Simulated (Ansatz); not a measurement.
# C2H7NOSi: molecular dynamics

Purpose: to follow the molecule's vibrations and see whether its bonds hold. The start is relaxed first. Runs: 500 steps of 0.25 fs at constant energy, with velocities drawn for 700 K. SMILES of the start: C[SiH]1OC1N.

All numbers below are computed with Ansatz 0.2.0 (RHF/STO-3G).

**1. Starting point**

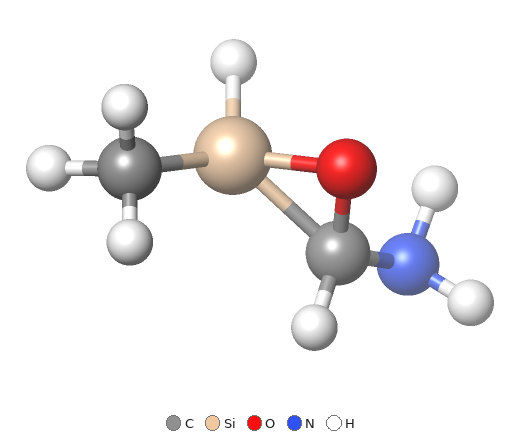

The starting structure, seen from a chosen angle (carbon grey, silicon light orange, oxygen red, nitrogen blue, hydrogen white).

Coordinates:

```xyz
12

C    -1.3313    0.8402    1.3669
Si    0.1444    0.6237    0.3986
O     0.6928   -0.9195    0.4445
C     0.3005   -0.7342   -0.8570
N     1.2645   -0.8008   -1.8985
H    -1.7699    1.9152    1.2221
H    -1.1874    0.7410    2.4311
H    -2.1332    0.2097    1.0458
H     1.2936    1.5806    0.6031
H    -0.7316   -1.1752   -1.0867
H     1.3464   -1.7512   -2.1998
H     2.1883   -0.5847   -1.4362
```

**2. Relaxing the start**

Contents of input.yaml:

```yaml
crystal:
  periodic: [false, false, false]
  atoms:
    - { symbol: C, position_ang: [-1.3313, 0.8402, 1.3669] }
    - { symbol: Si, position_ang: [0.1444, 0.6237, 0.3986] }
    - { symbol: O, position_ang: [0.6928, -0.9195, 0.4445] }
    - { symbol: C, position_ang: [0.3005, -0.7342, -0.857] }
    - { symbol: "N", position_ang: [1.2645, -0.8008, -1.8985] }
    - { symbol: H, position_ang: [-1.7699, 1.9152, 1.2221] }
    - { symbol: H, position_ang: [-1.1874, 0.741, 2.4311] }
    - { symbol: H, position_ang: [-2.1332, 0.2097, 1.0458] }
    - { symbol: H, position_ang: [1.2936, 1.5806, 0.6031] }
    - { symbol: H, position_ang: [-0.7316, -1.1752, -1.0867] }
    - { symbol: H, position_ang: [1.3464, -1.7512, -2.1998] }
    - { symbol: H, position_ang: [2.1883, -0.5847, -1.4362] }
basis:
  gaussian: { orbitals: STO-3G }
hamiltonian:
  xc: hf
relax:
  f_tol: 0.02
  max_steps: 40
scf:
  lower_state_search: "off"
```

Command:

```console
> ansatz run input.yaml --threads 1 --pin off --max-ram 2048MiB --backend cpu --events-out ev --progress --plain --runs-dir out
```

The log of the run, cut to the lines that bear on the results:

```text
Warning: RAYON_NUM_THREADS=1 ignored (pool sized by the plan → 1); use --threads N
[...]
Functional definition: HF
[...]
524 factors; integrals over basis functions are off by at most 1.0e-5 eV
[...]
mean field -13388.13362762 eV, -492.0048360123 hartree, gradient 8.8e-7 eV, S^2 0.000000; 0 other end points of the search recorded, 0 dependent functions left out
[...]
reference -13388.13362762 eV, -492.0048360123 hartree; 24, 24 occupied and 12, 12 virtual orbitals, 524 factors
relax step   1: F+E_penalty+E_count = -13388.13362762 eV  Δ(F+E_penalty+E_count) = +0.000e0 eV  max|allowed force component| = 5.493e0 eV/Å  Δτ_max = 0.0000 Å  (25 SCF iters, accepted)
[...]
relax step   4: F+E_penalty+E_count = -13389.20145272 eV  Δ(F+E_penalty+E_count) = -1.090e-2 eV  max|allowed force component| = 1.137e-1 eV/Å  Δτ_max = 0.0362 Å  (19 SCF iters, accepted)
[...]
relax step   7: F+E_penalty+E_count = -13389.20421735 eV  Δ(F+E_penalty+E_count) = +1.739e-3 eV  max|allowed force component| = 1.522e-1 eV/Å  Δτ_max = 0.0558 Å  (19 SCF iters, rejected (line search))
[...]
relax step  10: F+E_penalty+E_count = -13389.20787031 eV  Δ(F+E_penalty+E_count) = -3.830e-4 eV  max|allowed force component| = 5.853e-2 eV/Å  Δτ_max = 0.0348 Å  (19 SCF iters, accepted)
[...]
relax step  11: F+E_penalty+E_count = -13389.20817157 eV  Δ(F+E_penalty+E_count) = -3.013e-4 eV  max|allowed force component| = 4.653e-2 eV/Å  Δτ_max = 0.0270 Å  (19 SCF iters, accepted)
[...]
relax step  12: F+E_penalty+E_count = -13389.20828581 eV  Δ(F+E_penalty+E_count) = -1.142e-4 eV  max|allowed force component| = 1.405e-2 eV/Å  Δτ_max = 0.0172 Å  (20 SCF iters, accepted)
Total energy: -13389.20828581 eV, -492.0443289721 hartree
Atom 0 at    -1.362033     0.921723     1.379870 Å, force    -0.011752     0.006121     0.002550 eV/Å
Atom 1 at     0.203880     0.466570     0.501881 Å, force     0.002104    -0.010009     0.013455 eV/Å
Atom 2 at     0.660878    -1.167060     0.474925 Å, force    -0.005428     0.004644    -0.008924 eV/Å
Atom 3 at     0.238458    -0.710795    -0.845144 Å, force     0.006847     0.001786     0.007744 eV/Å
Atom 4 at     1.250103    -0.717719    -1.919438 Å, force     0.006142    -0.005317     0.002063 eV/Å
Atom 5 at    -1.768745     1.848216     0.993835 Å, force     0.003219    -0.013270     0.006734 eV/Å
Atom 6 at    -1.191488     1.054098     2.441150 Å, force    -0.001748    -0.001248    -0.014049 eV/Å
Atom 7 at    -2.113004     0.151892     1.257708 Å, force     0.008886     0.010306     0.002192 eV/Å
Atom 8 at     1.267136     1.397479     0.647940 Å, force    -0.001784     0.001560    -0.007809 eV/Å
Atom 9 at    -0.675861    -1.190660    -1.198684 Å, force    -0.000953     0.002140    -0.001397 eV/Å
Atom 10 at     1.418978    -1.703150    -2.185026 Å, force    -0.000003     0.005045     0.000519 eV/Å
Atom 11 at     2.148796    -0.405795    -1.515117 Å, force    -0.005531    -0.001759    -0.003078 eV/Å
Dipole moment:    -0.071729     0.268811     0.251181 e Å
Checks for a lower state left out: stability, starts, cluster_reference, orbital_swaps, neighbouring_geometries, increment
```

It took 14 s on 1 thread of Arm Neoverse V1, shared host; peak memory 0.13 GiB.

The steps of the relaxation:

| step | energy from step 1 (eV) | largest force component (eV/Å) |
| --- | --- | --- |
| 1 | 0.0000 | 5.4931 |
| 2 | -0.9672 | 1.6580 |
| 3 | -1.0569 | 0.3439 |
| 4 | -1.0678 | 0.1137 |
| 5 | -1.0703 | 0.0638 |
| 6 | -1.0723 | 0.0822 |
| 7x | -1.0706 | 0.1522 |
| 8 | -1.0732 | 0.0145 |
| 9 | -1.0739 | 0.0497 |
| 10 | -1.0742 | 0.0585 |
| 11 | -1.0745 | 0.0465 |
| 12 | -1.0747 | 0.0140 |

Step 1 is the start. 1 step was tried and not accepted (marked x).

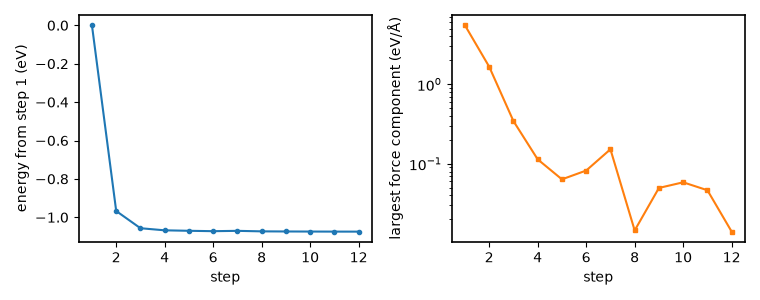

How energy and force went from step to step.

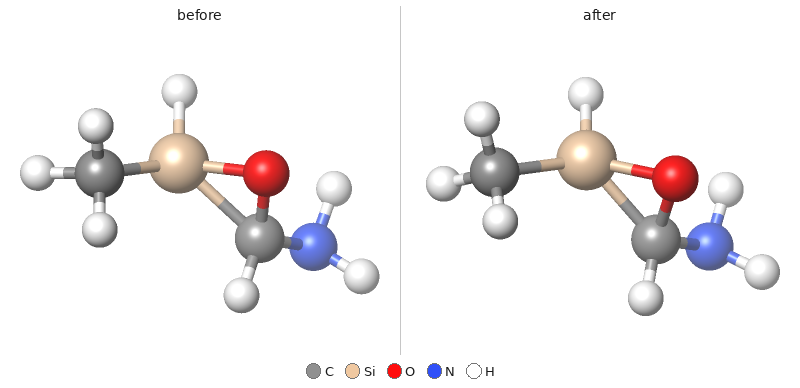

Before and after, at one scale.

After: Bond lengths: C1–Si2 1.852 Å, Si2–O3 1.697 Å, Si2–C4 1.789 Å, O3–C4 1.459 Å, C4–N5 1.476 Å, C1–H6 1.083 Å, C1–H7 1.083 Å, C1–H8 1.082 Å, Si2–H9 1.421 Å, C4–H10 1.091 Å, N5–H11 1.034 Å, N5–H12 1.034 Å. Angles (14 of 22 angles, heavy atoms first): C1–Si2–O3 118.2°, C1–Si2–C4 122.3°, O3–Si2–C4 49.4°, Si2–O3–C4 68.6°, Si2–C4–O3 62.0°, Si2–C4–N5 124.4°, O3–C4–N5 117.3°, C1–Si2–H9 115.0°, O3–Si2–H9 115.5°, C4–Si2–H9 119.6°, Si2–C1–H6 111.0°, Si2–C1–H7 111.2°, Si2–C1–H8 111.0°, Si2–C4–H10 121.1°.

**3. Dynamics**

500 steps of 0.25 fs at constant energy, with velocities drawn for 700 K, from the relaxed start.

Contents of input.yaml:

```yaml
crystal:
  periodic: [false, false, false]
  atoms:
    - { symbol: C, position_ang: [-1.362033, 0.921723, 1.37987] }
    - { symbol: Si, position_ang: [0.20388, 0.46657, 0.501881] }
    - { symbol: O, position_ang: [0.660878, -1.16706, 0.474925] }
    - { symbol: C, position_ang: [0.238458, -0.710795, -0.845144] }
    - { symbol: "N", position_ang: [1.250103, -0.717719, -1.919438] }
    - { symbol: H, position_ang: [-1.768745, 1.848216, 0.993835] }
    - { symbol: H, position_ang: [-1.191488, 1.054098, 2.44115] }
    - { symbol: H, position_ang: [-2.113004, 0.151892, 1.257708] }
    - { symbol: H, position_ang: [1.267136, 1.397479, 0.64794] }
    - { symbol: H, position_ang: [-0.675861, -1.19066, -1.198684] }
    - { symbol: H, position_ang: [1.418978, -1.70315, -2.185026] }
    - { symbol: H, position_ang: [2.148796, -0.405795, -1.515117] }
basis:
  gaussian: { orbitals: STO-3G }
hamiltonian:
  xc: hf
md:
  timestep: 0.25
  n_steps: 500
  ensemble: nve
  temperature: 700.0
  initial_velocities: maxwell_boltzmann
  seed: 306878
scf:
  lower_state_search: "off"
```

Command:

```console
> ansatz run input.yaml --threads 1 --pin off --max-ram 2048MiB --backend cpu --events-out ev --progress --plain --runs-dir out
```

The log of the run, cut to the lines that bear on the results:

```text
Warning: RAYON_NUM_THREADS=1 ignored (pool sized by the plan → 1); use --threads N
[...]
[... 1 set-up line as earlier in the session ...]
[...]
524 factors; integrals over basis functions are off by at most 1.0e-5 eV
[...]
mean field -13389.20828141 eV, -492.0443288104 hartree, gradient 1.4e-6 eV, S^2 0.000000; 0 other end points of the search recorded, 0 dependent functions left out
[...]
reference -13389.20828141 eV, -492.0443288104 hartree; 24, 24 occupied and 12, 12 virtual orbitals, 524 factors
md step     0: t =     0.00 fs  T =   700.0 K  F+E_penalty+E_count = -13389.20828141 eV  E_kin = 0.904820 eV  conserved = -13388.30346141 eV  (26 SCF iters)
[...]
md step    20: t =     5.00 fs  T =   182.7 K  F+E_penalty+E_count = -13388.53857359 eV  E_kin = 0.236196 eV  conserved = -13388.30237807 eV  (21 SCF iters)
[...]
md step    40: t =    10.00 fs  T =   442.8 K  F+E_penalty+E_count = -13388.87534151 eV  E_kin = 0.572378 eV  conserved = -13388.30296370 eV  (21 SCF iters)
[...]
md step    60: t =    15.00 fs  T =   286.0 K  F+E_penalty+E_count = -13388.67211068 eV  E_kin = 0.369703 eV  conserved = -13388.30240755 eV  (22 SCF iters)
[...]
md step    79: t =    19.75 fs  T =   397.8 K  F+E_penalty+E_count = -13388.81679797 eV  E_kin = 0.514149 eV  conserved = -13388.30264883 eV  (21 SCF iters)
md step    80: t =    20.00 fs  T =   374.1 K  F+E_penalty+E_count = -13388.78612904 eV  E_kin = 0.483591 eV  conserved = -13388.30253769 eV  (21 SCF iters)
```

**4. The log goes on: dynamics from the start**

The log, continued, cut to the lines that bear on the results:

```text
md step    81: t =    20.25 fs  T =   352.0 K  F+E_penalty+E_count = -13388.75741798 eV  E_kin = 0.454972 eV  conserved = -13388.30244626 eV  (22 SCF iters)
[...]
md step   107: t =    26.75 fs  T =   438.3 K  F+E_penalty+E_count = -13388.86954121 eV  E_kin = 0.566602 eV  conserved = -13388.30293961 eV  (21 SCF iters)
[...]
md step   133: t =    33.25 fs  T =   329.2 K  F+E_penalty+E_count = -13388.72825195 eV  E_kin = 0.425525 eV  conserved = -13388.30272650 eV  (21 SCF iters)
[...]
md step   159: t =    39.75 fs  T =   287.4 K  F+E_penalty+E_count = -13388.67385145 eV  E_kin = 0.371481 eV  conserved = -13388.30237000 eV  (22 SCF iters)
[...]
md step   184: t =    46.00 fs  T =   413.3 K  F+E_penalty+E_count = -13388.83733426 eV  E_kin = 0.534294 eV  conserved = -13388.30304058 eV  (21 SCF iters)
md step   185: t =    46.25 fs  T =   412.8 K  F+E_penalty+E_count = -13388.83660337 eV  E_kin = 0.533561 eV  conserved = -13388.30304199 eV  (21 SCF iters)
```

**5. The log goes on: dynamics from the start**

The log, continued, cut to the lines that bear on the results:

```text
md step   186: t =    46.50 fs  T =   407.9 K  F+E_penalty+E_count = -13388.83030172 eV  E_kin = 0.527289 eV  conserved = -13388.30301320 eV  (21 SCF iters)
[...]
md step   207: t =    51.75 fs  T =   354.3 K  F+E_penalty+E_count = -13388.76068007 eV  E_kin = 0.457944 eV  conserved = -13388.30273623 eV  (21 SCF iters)
[...]
md step   228: t =    57.00 fs  T =   309.5 K  F+E_penalty+E_count = -13388.70262650 eV  E_kin = 0.400012 eV  conserved = -13388.30261499 eV  (21 SCF iters)
[...]
md step   249: t =    62.25 fs  T =   362.5 K  F+E_penalty+E_count = -13388.77120248 eV  E_kin = 0.468540 eV  conserved = -13388.30266214 eV  (22 SCF iters)
[...]
md step   499: t =   124.75 fs  T =   354.8 K  F+E_penalty+E_count = -13388.76159160 eV  E_kin = 0.458583 eV  conserved = -13388.30300836 eV  (22 SCF iters)
[...]
Atom 4 at     1.297559    -0.654203    -1.916437 Å, force    -0.786668     1.295844     1.028819 eV/Å
Atom 5 at    -2.201489     1.134080     0.827238 Å, force     0.224613    -0.654854    -0.961335 eV/Å
Atom 6 at    -1.213884     1.913253     1.844381 Å, force     1.009439     0.834283     1.125434 eV/Å
Atom 7 at    -1.579702     0.221533     2.117784 Å, force     0.260308     0.290035     0.273401 eV/Å
Atom 8 at     1.261752     1.308231     0.671704 Å, force     0.569350     0.383103     0.001539 eV/Å
Atom 9 at    -0.676551    -1.236452    -1.209676 Å, force     0.716475     0.688072    -0.127510 eV/Å
Atom 10 at     1.612024    -1.575433    -2.209011 Å, force    -0.235623    -1.162585     0.023535 eV/Å
Atom 11 at     2.167819    -0.220722    -1.545636 Å, force    -0.595520    -0.039299     0.169196 eV/Å
Dipole moment:    -0.086808     0.309946     0.264974 e Å
Checks for a lower state left out: stability, starts, cluster_reference, orbital_swaps, neighbouring_geometries, increment
```

It took 5.9 min on 1 thread of Arm Neoverse V1, shared host; peak memory 0.08 GiB.

**6. What the atoms did**

One step in 26; energies are changes from step 0:

| time (fs) | T (K) | potential energy change (meV/atom) | total energy change (meV/atom) |
| --- | --- | --- | --- |
| 0.0 | 700 | 0.0 | 0.00 |
| 6.5 | 212 | 52.6 | 0.10 |
| 13.0 | 283 | 45.0 | 0.07 |
| 19.5 | 422 | 30.1 | 0.06 |
| 26.0 | 396 | 32.8 | 0.07 |
| 32.5 | 304 | 42.7 | 0.06 |
| 39.0 | 322 | 40.8 | 0.09 |
| 45.5 | 402 | 32.1 | 0.04 |
| 52.0 | 356 | 37.2 | 0.06 |
| 58.5 | 267 | 46.7 | 0.08 |
| 65.0 | 404 | 31.9 | 0.04 |
| 71.5 | 446 | 27.5 | 0.06 |
| 78.0 | 196 | 54.4 | 0.08 |
| 84.5 | 372 | 35.4 | 0.07 |
| 91.0 | 413 | 30.9 | 0.06 |
| 97.5 | 369 | 35.7 | 0.05 |
| 104.0 | 201 | 53.8 | 0.12 |
| 110.5 | 406 | 31.7 | 0.03 |
| 117.0 | 391 | 33.3 | 0.05 |
| 123.5 | 274 | 46.0 | 0.07 |
| 125.0 | 364 | 36.3 | 0.04 |

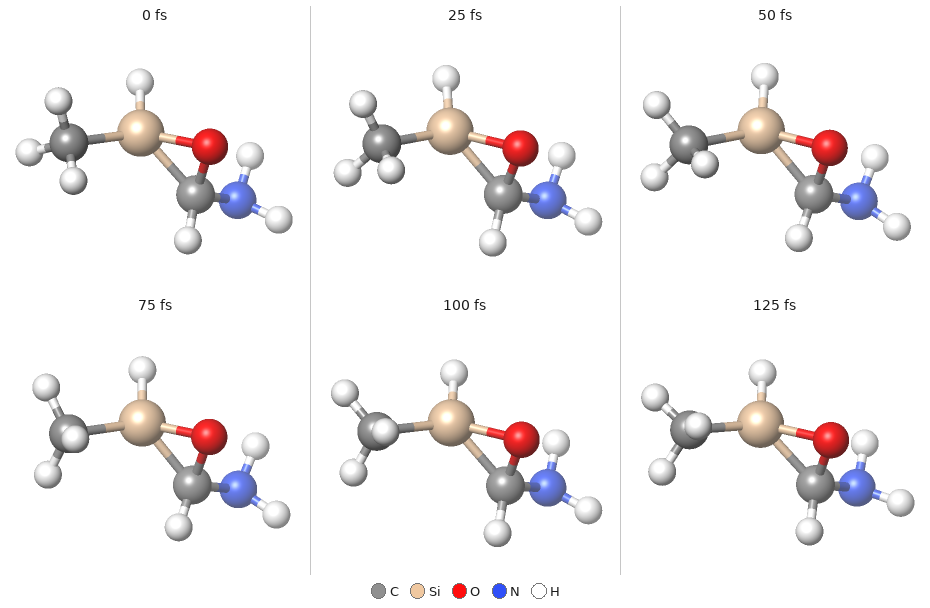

Six frames of the run, seen from a chosen angle. Sticks join atoms within a bonding distance in each frame.

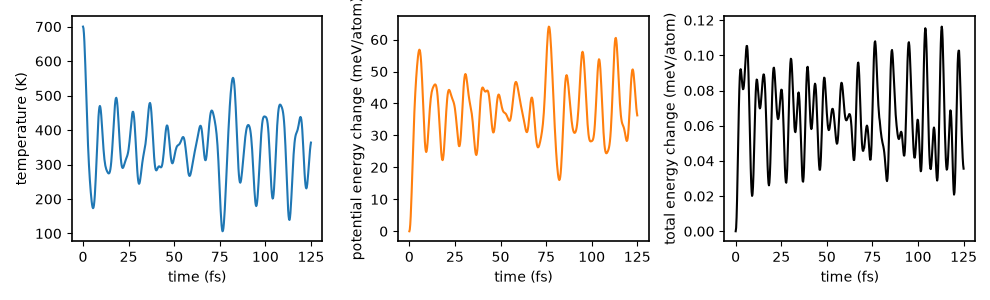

Traces against time; each panel has its own scale.

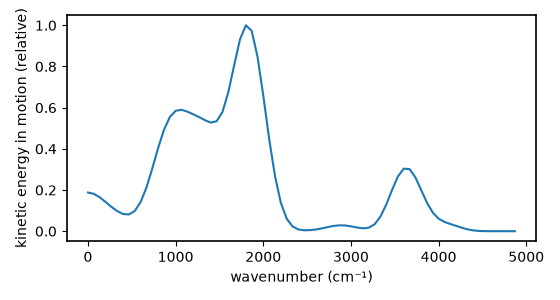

Power spectrum of the mass-weighted velocities; a run of 125 fs resolves no finer than about 530 cm⁻¹.

Maxima of the velocity power spectrum (cm⁻¹, relative height; resolution about 530 cm⁻¹): 1070 (59), 1800 (100), 3600 (30).

**7. Positions and forces**

Positions (Å) and forces (eV/Å):

```xyz
12
time_fs=15.5 T=308 dE=0.5074
C    -1.419    0.894    1.385    3.025    2.316   -2.312
Si    0.249    0.484    0.514   -0.836   -0.463   -0.479
O     0.661   -1.179    0.468   -0.973    0.555   -1.210
C     0.208   -0.703   -0.880   -1.493    0.242    2.408
N     1.237   -0.723   -1.894    0.432   -0.581   -1.463
H    -1.884    1.762    0.894   -0.204   -1.269   -0.395
H    -1.228    1.312    2.344   -0.071   -0.906    1.449
H    -1.965   -0.010    1.313   -1.288   -0.460    0.670
H     1.380    1.379    0.588   -0.647   -0.255    0.172
H    -0.775   -1.111   -1.279    1.711    0.341    0.908
H     1.403   -1.707   -2.175   -0.174    0.137   -0.050
H     2.122   -0.456   -1.461    0.519    0.343    0.302
12
time_fs=31.2 T=252 dE=0.5801
C    -1.330    0.857    1.328   -1.683    1.980    0.536
Si    0.226    0.477    0.523    0.651    0.273    0.000
O     0.614   -1.163    0.450    1.306   -0.426    2.105
C     0.233   -0.663   -0.817    0.569    0.128   -1.693
N     1.236   -0.717   -1.914   -0.979   -1.486   -0.520
H    -1.927    1.599    0.763    0.153   -1.552   -0.276
H    -1.178    1.478    2.233   -0.072   -1.903    0.002
H    -1.834   -0.122    1.436   -0.299    1.572    0.694
H     1.208    1.437    0.774    0.858    0.258   -0.127
H    -0.686   -1.145   -1.079   -0.892   -0.049   -1.240
H     1.331   -1.733   -2.143   -0.286    0.506   -0.239
H     2.167   -0.530   -1.546    0.674    0.700    0.759
12
time_fs=47.0 T=387 dE=0.4049
C    -1.402    0.874    1.361    0.237    0.924    1.337
Si    0.254    0.479    0.521   -0.641    0.238    0.646
O     0.626   -1.177    0.502   -0.814    0.241   -1.894
C     0.229   -0.658   -0.858    2.260   -0.497    0.864
N     1.246   -0.732   -1.946   -0.461   -0.248   -0.344
H    -2.085    1.437    0.766   -0.369   -0.117   -1.481
H    -1.333    1.588    2.205    0.699   -1.330   -0.195
H    -1.943   -0.026    1.691    0.712    0.579   -0.158
H     1.403    1.307    0.723   -0.448    0.126    0.084
H    -0.718   -0.975   -1.241   -0.840   -0.771   -0.087
H     1.387   -1.692   -2.333   -0.890    0.329    0.593
H     2.175   -0.523   -1.584    0.556    0.526    0.637
12
time_fs=62.5 T=369 dE=0.4283
C    -1.362    0.920    1.352   -0.413   -0.536    0.224
Si    0.221    0.487    0.549    0.910   -1.546   -1.363
O     0.626   -1.197    0.436    0.378    0.775    1.272
C     0.276   -0.690   -0.852   -3.147    0.031   -0.550
N     1.232   -0.716   -1.935    2.590   -1.374   -0.779
H    -2.104    1.256    0.666   -0.310    0.699   -0.553
H    -1.293    1.587    2.174    0.445    1.199    0.300
H    -1.795    0.068    1.802   -0.365   -1.454    0.295
H     1.286    1.423    0.778   -0.186   -0.456   -0.130
H    -0.628   -1.194   -1.321    0.704    1.100    1.371
H     1.338   -1.723   -2.220   -0.757    0.676   -0.182
H     2.174   -0.608   -1.520    0.151    0.885    0.095
12
time_fs=78.0 T=196 dE=0.6530
C    -1.373    0.936    1.370    0.175   -1.506   -0.527
Si    0.211    0.420    0.516   -0.801    2.620    2.050
O     0.653   -1.158    0.463   -0.224   -1.749   -0.824
C     0.208   -0.638   -0.853    2.009   -1.966   -0.842
N     1.274   -0.707   -1.917   -0.169   -0.236   -0.298
H    -2.074    1.190    0.533    0.585    0.625    2.044
H    -1.055    1.680    2.088   -0.931    1.132   -0.692
H    -1.830    0.168    2.018    0.370    0.147   -1.099
H     1.271    1.307    0.716    0.525    0.611    0.089
H    -0.766   -1.027   -1.128    0.159   -0.481   -0.814
H     1.414   -1.677   -2.284   -0.946    0.377    0.478
H     2.217   -0.531   -1.512   -0.753    0.425    0.435
12
time_fs=93.8 T=248 dE=0.5847
C    -1.379    0.994    1.390    1.538   -1.885    0.890
Si    0.202    0.468    0.532    0.635   -2.529   -1.327
O     0.644   -1.242    0.418   -0.236    1.862    1.257
C     0.232   -0.741   -0.870    1.190    1.984    1.710
N     1.267   -0.667   -1.900    1.583   -0.709   -1.031
H    -2.124    1.093    0.590   -0.048    1.066    1.288
H    -1.131    1.799    2.114   -1.139   -0.031   -1.621
H    -1.657    0.150    2.040   -0.318    0.491   -0.653
H     1.308    1.377    0.658   -0.317   -0.397   -0.070
H    -0.608   -1.255   -1.259   -1.485   -0.418   -0.624
H     1.466   -1.636   -2.221   -0.527    0.127   -0.167
H     2.203   -0.429   -1.503   -0.875    0.439    0.349
12
time_fs=109.5 T=457 dE=0.3147
C    -1.345    0.964    1.399    2.260    1.061    0.271
Si    0.200    0.407    0.492   -0.718    2.486    0.890
O     0.609   -1.184    0.494    0.288   -1.963   -1.613
C     0.256   -0.713   -0.881   -2.092   -0.537    1.272
N     1.266   -0.645   -1.908    2.058    0.165   -0.412
H    -2.131    1.134    0.724   -1.179    0.622   -0.985
H    -1.094    1.882    1.943   -0.429   -0.283   -0.580
H    -1.711    0.300    2.130   -0.167   -1.315    0.829
H     1.308    1.293    0.633   -0.189    0.005    0.092
H    -0.701   -1.126   -1.292    1.245    0.102    0.604
H     1.550   -1.590   -2.196   -0.395   -0.535   -0.212
H     2.158   -0.297   -1.488   -0.682    0.193   -0.156
12
time_fs=125.0 T=364 dE=0.4352
C    -1.290    0.966    1.384   -3.111   -0.257    0.658
Si    0.173    0.447    0.503    1.480   -1.776   -0.517
O     0.606   -1.241    0.455    0.024    1.615    0.872
C     0.233   -0.716   -0.833    0.445   -1.217   -2.546
N     1.298   -0.654   -1.916   -0.787    1.296    1.029
H    -2.201    1.134    0.827    0.225   -0.655   -0.961
H    -1.214    1.913    1.844    1.009    0.834    1.125
H    -1.580    0.222    2.118    0.260    0.290    0.273
H     1.262    1.308    0.672    0.569    0.383    0.002
H    -0.677   -1.236   -1.210    0.717    0.688   -0.128
H     1.612   -1.575   -2.209   -0.236   -1.163    0.024
H     2.168   -0.221   -1.546   -0.596   -0.039    0.169
```

**8. Summary of results**

| quantity | value |
| --- | --- |
| relaxation of the start | 10 moves, 1.075 eV lower |
| length | 500 steps of 0.25 fs |
| temperature, first and last step | 700 and 364 K |
| temperature, second half | mean 346 K, from 106 to 552 K |
| potential energy, second half | +38 meV/atom from the start |
| largest change of the total energy | 0.12 meV/atom |
| bonds formed or broken | 0 |

In words: The temperature starts at 700 K and averages 346 K in the second half, where it ranges from 106 to 552 K. About half is expected from a start at a minimum: kinetic energy passes into potential energy until both shares match. The total energy strays from its start by at most 0.12 meV/atom, 0.3 % of the mean kinetic energy, so a step of 0.25 fs is short enough over this time. The bonding pattern survives the run. A run of 125 fs with 12 atoms shows the motion but fixes no equilibrium value. The nuclei move classically, without zero-point motion, which matters most for hydrogen. The basis is very small, so the numbers are rough.
